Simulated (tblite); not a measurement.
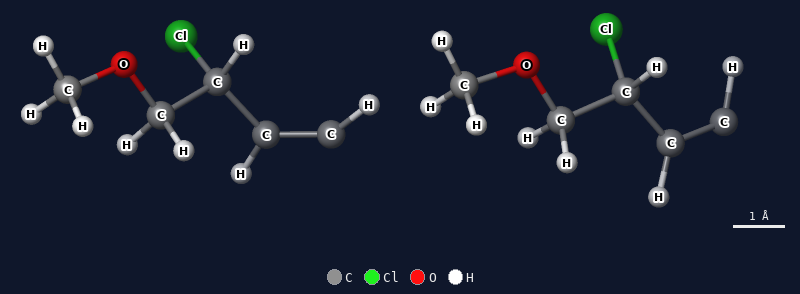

Two geometries of C5H8ClO (multiplicity 2), drawn at one scale. One is the start of a relaxation, the other its converged end. A ball-and-stick model, seen from a free direction.

Level of theory: GFN2-xTB geometry optimisation, gas phase (tblite). 

> Which geometry has the lower energy?

The left one is the relaxed one. An H atom moves most after the best rigid fit: 1.58 Å. Largest moves by element: H 1.58 Å, Cl 0.72 Å, C 0.71 Å, O 0.05 Å. Among the contacts that change: C–C 1.341 → 1.289 Å, C–H 1.102 → 1.064 Å, C–H 1.125 → 1.091 Å, C–C 1.500 → 1.521 Å. Among the angles between lasting bonds that change: C–C–H 117.7° → 139.6°, C–C–C 118.9° → 125.2°, C–C–H 119.3° → 113.1°. Groups turn about C–C by about 65°. The energy falls by 0.549 eV in 122 geometry steps.
